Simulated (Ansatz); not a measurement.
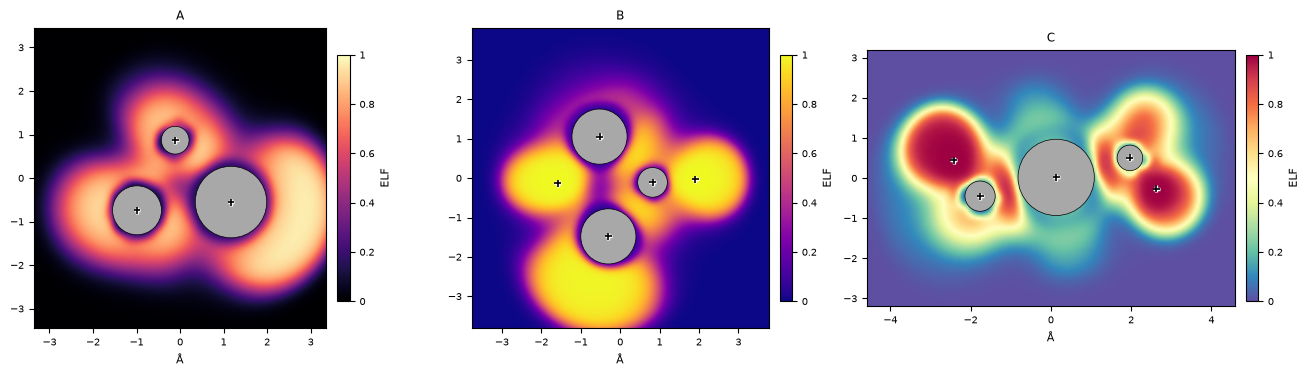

The ELF of 3 systems, each on a plane through atoms (crosses mark nuclei in the plane; grey discs cover the cores).

Method: isolated molecule in a Gaussian basis; Kohn-Sham density functional theory, functional PBE0 (Ansatz).

System 1: GeHNS (SMILES [NH]1[S+]=[Ge-]1), the plane of atoms N2, Ge1 and S3. Geometry: r2SCAN-D4/def2-TZVP.

```xyz
4

Ge   -0.2026    0.5102    0.4412
N     0.8096   -0.5850   -0.7580
S    -0.7208   -1.4702   -0.2707
H     1.5819   -1.0393   -0.2640
```

System 2: CH5CuN (SMILES [CH3][Cu-][NH2]) (charge −1), the plane of atoms Cu2, C1 and H6. Geometry: B3LYP-D3(BJ)/def2-SVPD.

```
atom    x (Å)    y (Å)    z (Å)
   C  -0.4981   0.2487  -0.3975
  Cu  -2.3301   0.6429   0.1509
   N  -4.0888   1.0092   0.7769
   H  -0.1077  -0.6933   0.0413
   H  -0.3852   0.1430  -1.4962
   H   0.2177   1.0412  -0.0939
   H  -4.8205   0.4097   0.3874
   H  -4.4180   1.9631   0.6090
```

System 3: CH2FSi2 (doublet), the plane of atoms Si3, C1 and Si4. Geometry: PBE0-D3(BJ)/def2-SVP.

```xyz
6

C     1.3382    1.1415    0.0596
F     0.0162    1.6767   -2.5695
Si    0.2265    0.7226   -1.2610
Si    2.4749   -0.1229   -0.4320
H     1.1587   -0.4935   -1.7052
H     1.3562    1.9045    0.8380
```

> Which map belongs to which system?

Panel A is system 1, GeHNS: the plane holds Ge, N and S. S–N (1.83 Å): the ELF peaks at about 0.80 between the atoms; a shared electron pair. Panel B is system 3, CH2FSi2: the plane holds C, Si and H. C–Si (1.77 Å): the ELF peaks at about 0.90 between the atoms; localised, covalent bonding. Panel C is system 2, CH5CuN: the plane holds C, Cu, N and H. Cu–N (1.90 Å): the ELF peaks at about 0.90 in the valence shell of N, 0.6 Å from its nucleus, and is about 0.25 at the midpoint.
